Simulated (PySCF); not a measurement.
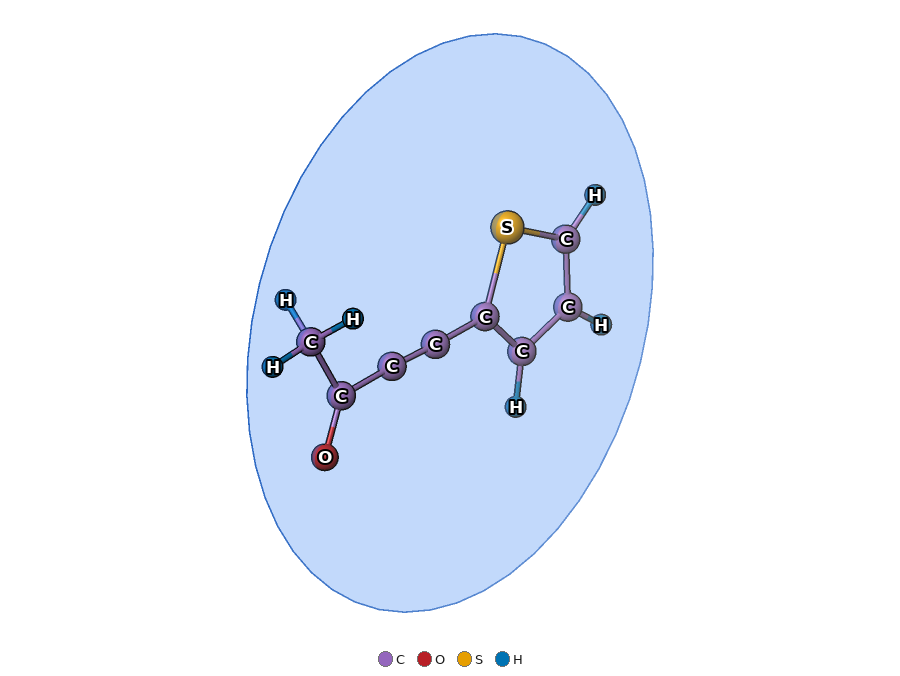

All proper rotation axes (lines) and mirror planes (discs) of the structure are drawn in. Atoms fade into the background with distance from the viewer. Computed geometry: GFN2-xTB optimisation. No frequency run is at hand to confirm it as a minimum.

> Name the symmetry elements and the point group.

It has 1 mirror plane. Point group Cs. The group has 2 operations. The geometry is achiral, and symmetry allows a dipole moment.
